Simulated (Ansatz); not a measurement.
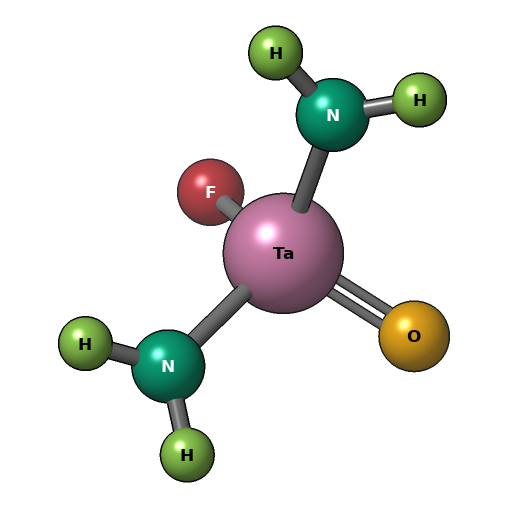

A ball-and-stick model of a molecule. Double and triple bonds are drawn as two and three sticks.

Charge 0, singlet. The geometry was computed by an optimisation with PBE0-D4/def2-TZVP.

> Which formula does it have?

FH₄N₂OTa, 9 atoms: 1 fluorine, 4 hydrogen, 2 nitrogen, 1 oxygen and 1 tantalum.

> How many sets of symmetry-equivalent atoms are there?

6: 2 N, 1 Ta, 1 O, 1 F, 2 H, 2 H.

> What is its SMILES?

[NH2][Ta]([NH2])(=[O])[F]

> Count the bonded pairs by element.

4 N–H, 2 N–Ta, 1 O–Ta, 1 F–Ta.

The parts below concern this one geometry. Atoms keep their numbers from picture to picture.

Geometry

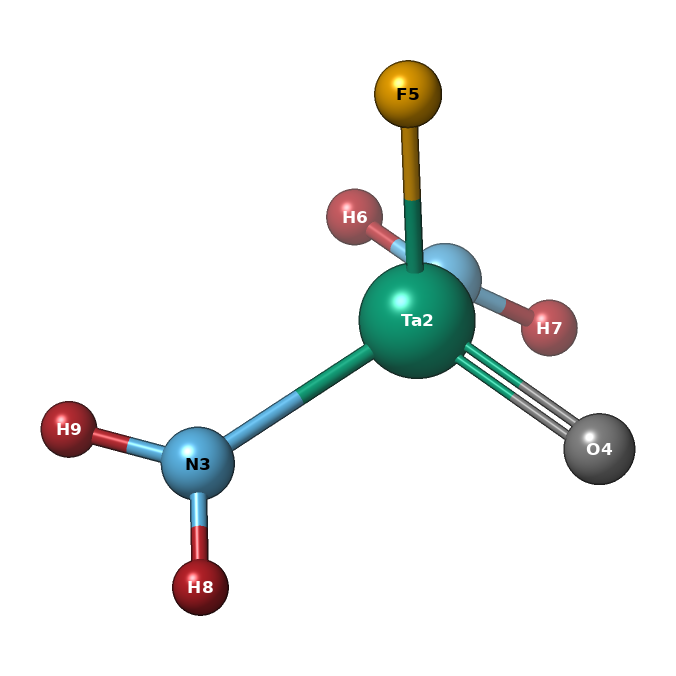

N1 lies behind Ta2. The molecule seen nearly along the Ta2–N1 bond, Ta2 in front. Distant atoms are faded towards the background colour.

> What is the torsion angle F5–Ta2–N1–H6? The sign is positive where the front bond must turn clockwise to cover the back bond.

−63°, synclinal (gauche).

Electronic properties

Properties computed with RKS B3LYP-D4/def2-TZVPP, core potentials on Ta (Ansatz 0.2.0).

Computed properties:

- dipole moment: 4.23 D
- HOMO energy (Kohn–Sham orbital): −7.64 eV
- LUMO energy (Kohn–Sham orbital): −0.66 eV
- HOMO–LUMO gap: 6.98 eV
- dispersion correction: −27.9 kJ/mol

Thermal motion

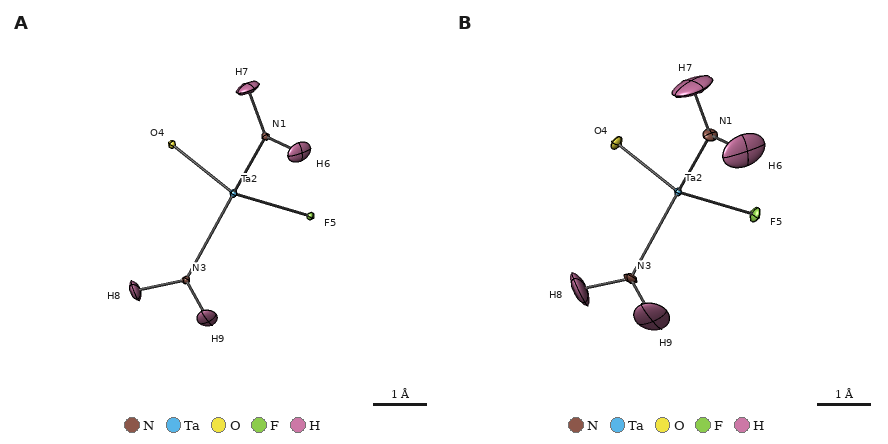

Displacement ellipsoids at the 50 % level, scaled by 0.7, from the internal vibrations of the free molecule (harmonic, no overall translation or rotation; no half-axis is drawn under 0.075 Å). Vibrations computed with RKS PBE0-D4/def2-TZVP, core potentials on Ta (Ansatz 0.2.0). One panel is for 200 K, the other for 900 K.

> Which panel is for 900 K?

B.

> How much does the mean-square displacement of H9 grow, and why?

U_eq goes from 0.0338 to 0.1043 Å², a factor of 3.1. Modes below kT (626 cm⁻¹ at 900 K) grow about in proportion to T, and the lowest lies at 176 cm⁻¹; the mean-square amplitude of a mode is its zero-point value times coth(ħω/2kT), which comes close to 1 only above about 3kT.

Charges

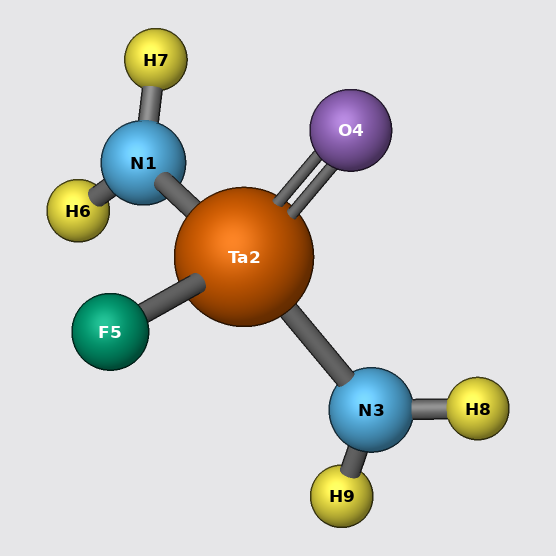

The questions are on Mulliken charges. Level of theory: RKS PBE0-D4/def2-TZVP, core potentials on Ta (Ansatz 0.2.0).

> Which atom carries the highest charge (most positive or least negative)?

Ta2 (1.44 e).

> And the lowest?

N1, N3 (−0.76 e).

Give the Mulliken charges atom by atom.

```
atom  value (e)
  N1      −0.76
 Ta2       1.44
  N3      −0.76
  O4      −0.53
  F5      −0.43
  H6       0.25
  H7       0.27
  H8       0.27
  H9       0.25
```

Mulliken values depend strongly on the basis set and can even reverse the polarity of a bond.
